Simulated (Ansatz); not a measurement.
Reaction (SMILES): ClB(Cl)Cl → [B](Cl)Cl + Cl atom
B3LYP-D3(BJ)/def2-TZVP geometries, fixed; electronic energies without zero-point terms.

Basis-set convergence of the bond dissociation energy at r2SCAN with Ansatz (a quantum-chemistry and plane-wave program). All functions are spherical. The program fits the integrals of some runs and decomposes those of others, by size. Open shells are unrestricted. No added dispersion term, no relativity. Functions are those of the species that has most. Reference: the value in pcseg-4, 116.64 kcal/mol, itself unsure by roughly 0.02 kcal/mol (its mean distance from aug-pcseg-3, aug-cc-pV(Q+d)Z, cc-pV(5+d)Z). Deviations are taken from unrounded values.

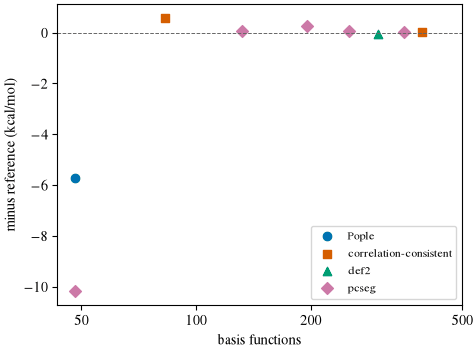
Figure: Deviation from the reference against the number of basis functions, by family of sets.

```json
[
 {"basis": "3-21G", "functions": "48", "bond dissociation energy (kcal/mol)": "110.94", "minus reference (kcal/mol)": "-5.71"},
 {"basis": "pcseg-0", "functions": "48", "bond dissociation energy (kcal/mol)": "106.47", "minus reference (kcal/mol)": "-10.17"},
 {"basis": "cc-pV(D+d)Z", "functions": "83", "bond dissociation energy (kcal/mol)": "117.24", "minus reference (kcal/mol)": "0.59"},
 {"basis": "pcseg-2", "functions": "132", "bond dissociation energy (kcal/mol)": "116.72", "minus reference (kcal/mol)": "0.08"},
 {"basis": "aug-pcseg-2", "functions": "196", "bond dissociation energy (kcal/mol)": "116.93", "minus reference (kcal/mol)": "0.28"},
 {"basis": "pcseg-3", "functions": "252", "bond dissociation energy (kcal/mol)": "116.71", "minus reference (kcal/mol)": "0.07"},
 {"basis": "def2-QZVPPD", "functions": "300", "bond dissociation energy (kcal/mol)": "116.58", "minus reference (kcal/mol)": "-0.07"},
 {"basis": "aug-pcseg-3", "functions": "352", "bond dissociation energy (kcal/mol)": "116.67", "minus reference (kcal/mol)": "0.03"},
 {"basis": "cc-pV(5+d)Z", "functions": "391", "bond dissociation energy (kcal/mol)": "116.67", "minus reference (kcal/mol)": "0.03"}
]
```
